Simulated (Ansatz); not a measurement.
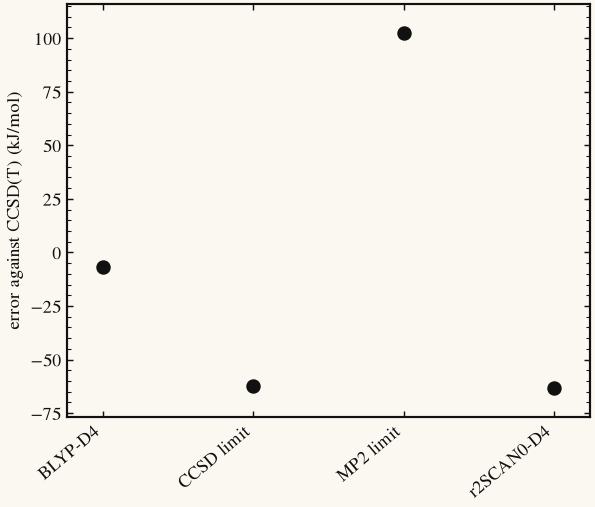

Error in the electronic atomisation energy (method less reference, so positive means overbinding) of C₂H₄AlFO, SMILES [OH][Al]1[CH2][C@@H]1F, singlet: functionals in def2-TZVPP against frozen-core CCSD(T) at the limit (MP2 extrapolated from triple and quadruple zeta, plus CCSD(T) less MP2 in a smaller set), which gives 3351.2 kJ/mol, at a PBE0-D4/def2-TZVP geometry (a minimum by its frequencies), no zero-point or spin-orbit term, the Ansatz code 0.2.0. The reference leaves out core correlation, a term that grows with the number of heavy atoms. Limit means the basis limit.

> What range do the values span?

From −63.4 kJ/mol (r2SCAN0-D4) to 102.4 kJ/mol (MP2 limit).

> Which of these levels overbind, and which underbind?

Overbind: MP2 limit. Underbind: CCSD limit and r2SCAN0-D4. Within 25 kJ/mol of zero, too close to call in view of what the reference leaves out: BLYP-D4.
